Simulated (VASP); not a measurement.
Band structure of HgO (space group P3_221). All values below come from PBEsol GGA, VASP's PBE PAW potentials (set 64) (plane waves; VASP).

Without a dispersion term in the relaxation, distances and binding between the weakly bound layers, chains or molecules are unreliable, and so is what depends on them. Unless said otherwise, spin-orbit coupling is left out, though it shifts the bands of the heavy elements here.

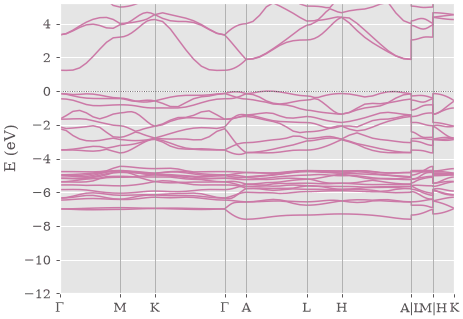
Bands along high-symmetry lines, zero at the valence-band maximum or, without a gap, the Fermi level

Question: Read the plot: is there a gap, and where are the band edges?

Answer: The gap is indirect, 1.23 eV, from the valence maximum at A-L at 0.33 to the conduction minimum at K-Γ at 0.89. (Edges off the drawn lines would not show.)

The structure comes from a computed database's HgO entry (P3_221); how it stands against other phases isn't given here. It was relaxed first, which changed the volume by -9 %.
